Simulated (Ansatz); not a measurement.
Structure data:

```
Si C
1.0
     3.07756    0.00000    0.00000
    -1.53878    2.66524    0.00000
     0.00000    0.00000   10.07677
Si C
4 4
Direct
  0.66667 0.33333 0.93784
  0.33333 0.66667 0.43784
  0.00000 0.00000 0.68789
  0.00000 0.00000 0.18789
  0.66667 0.33333 0.74980
  0.33333 0.66667 0.24980
  0.00000 0.00000 0.50046
  0.00000 0.00000 0.00046
```

What does this file describe?

Answer. Chemical formula SiC. The atoms follow space group P6_3mc (No. 186); the Bravais lattice is primitive hexagonal. With Z = 4, the cell contains 4 Si, 4 C. About every Si there are four C in a tetrahedral arrangement at 1.88 to 1.89 Å. The coordination shell of C holds four Si in a tetrahedral arrangement at 1.88 to 1.89 Å. The bonds build a three-dimensional framework.

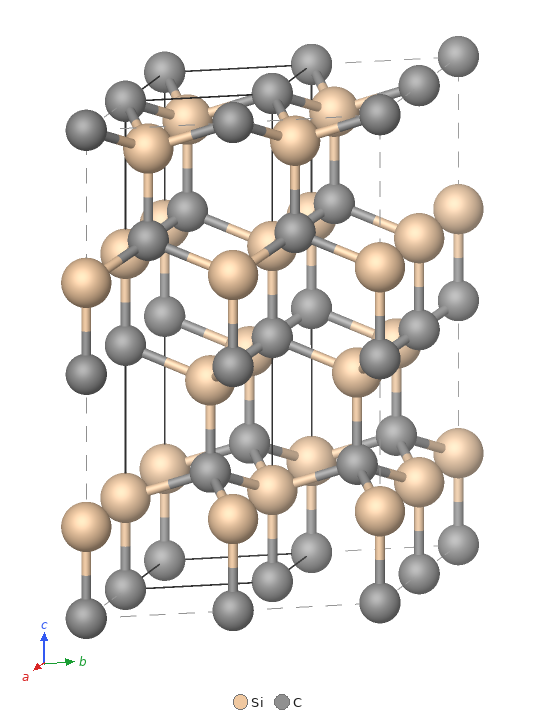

Drawn in the ball-and-stick manner and seen slightly off an axis. A 2×2×1 array of cells is drawn; the conventional unit cell has the solid edges. Colours: silicon light orange, carbon grey.

The starting point was a structure listed in the Materials Project. Earlier steps of the study may have refined or changed the cell and positions. It went into a calculation with Ansatz.
